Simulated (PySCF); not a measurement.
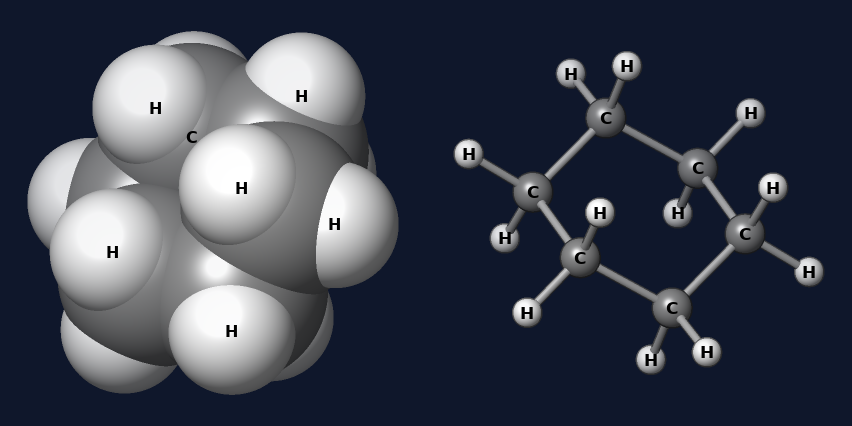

Both panels show the same species.

The computed structure is the end point of a PBE0-D3(BJ)/def2-SVP optimisation. No frequency run is at hand to confirm it as a minimum.

Give the formula.

C₆H₁₂, 18 atoms: 6 carbon and 12 hydrogen.

What is its SMILES?

C1CCCCC1

How many sets of symmetry-equivalent atoms are there?

3: 6 C, 6 H, 6 H.

How many bonds of each kind are drawn?

12 C–H, 6 C–C.

More results for the same structure follow; atom numbers are the same in all pictures, views and colours differ.

### Ring current

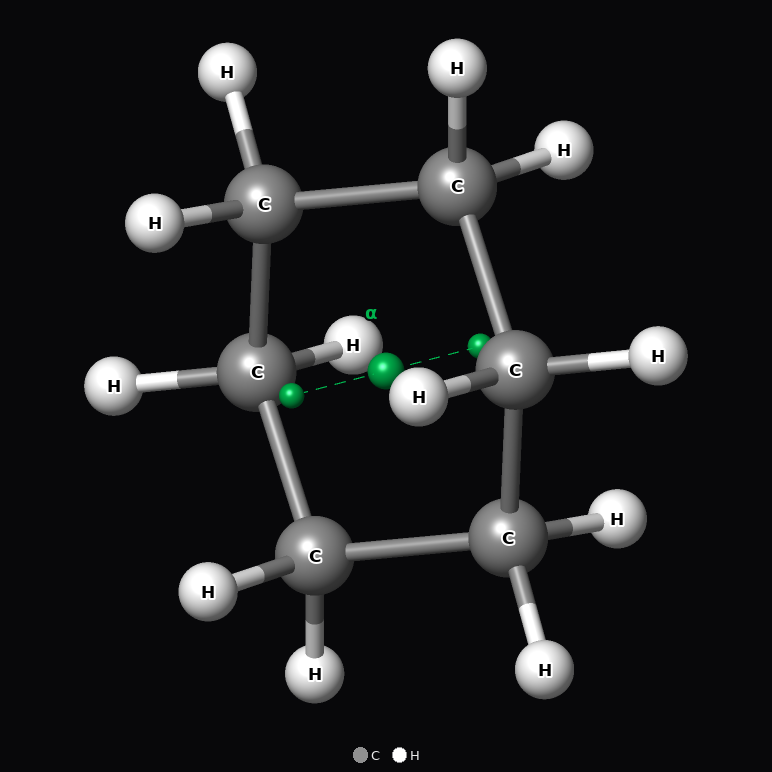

The small points mark where nucleus-independent chemical shifts (NICS) were computed: at the centre of each lettered ring and 1 Å above and below it. No frequency run is at hand to confirm it as a minimum. Level of theory: GIAO mPW1PW91/pcSseg-1 NMR shielding, non-relativistic, gas phase (PySCF 2.14.0).

Give NICS(0), NICS(1) and the out-of-plane component NICS(1)zz for each ring (means of the two sides).

```json
{"ring": "α", "members": "C6", "NICS(0)": "−2.0", "NICS(1)": "−2.2", "NICS(1)zz": "2.9"}
```

Values in ppm.

What do the values say about the ring currents?

Ring α: weak, as in a non-aromatic ring. NICS is one index among several.

### NMR shielding

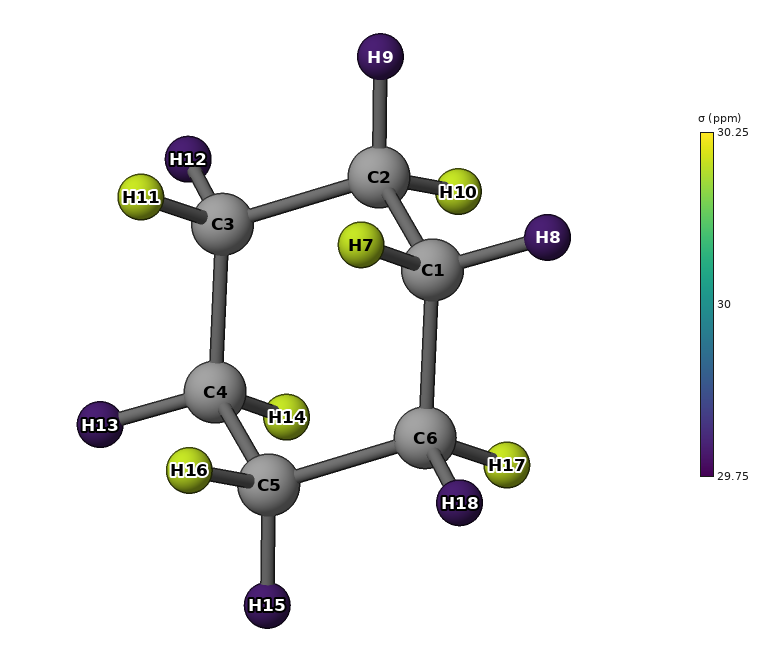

Atoms are coloured by their isotropic NMR shieldings (H only, the others grey). No frequency run is at hand to confirm it as a minimum. Method: GIAO mPW1PW91/pcSseg-1 NMR shielding, non-relativistic, gas phase (PySCF 2.14.0).

List the isotropic NMR shieldings of the H atoms.

| atom | σ (ppm) |
| --- | --- |
| H7 | 30.20 |
| H8 | 29.79 |
| H9 | 29.79 |
| H10 | 30.20 |
| H11 | 30.20 |
| H12 | 29.79 |
| H13 | 29.79 |
| H14 | 30.20 |
| H15 | 29.79 |
| H16 | 30.20 |
| H17 | 30.20 |
| H18 | 29.79 |

### Levels of theory compared

No frequency run is at hand to confirm it as a minimum. Program: PySCF 2.14.0.

Compare HOMO energy (eV) at these levels: B3LYP/pcSseg-1; B97-D/pcSseg-1; KT2/pcSseg-1; KT3/pcSseg-1; PBE0/pcSseg-1; mPW1PW91/pcSseg-1.

```csv
level,HOMO energy (eV)
B3LYP/pcSseg-1,−8.19
B97-D/pcSseg-1,−7.07
KT2/pcSseg-1,−7.14
KT3/pcSseg-1,−7.19
PBE0/pcSseg-1,−8.39
mPW1PW91/pcSseg-1,−8.43
```
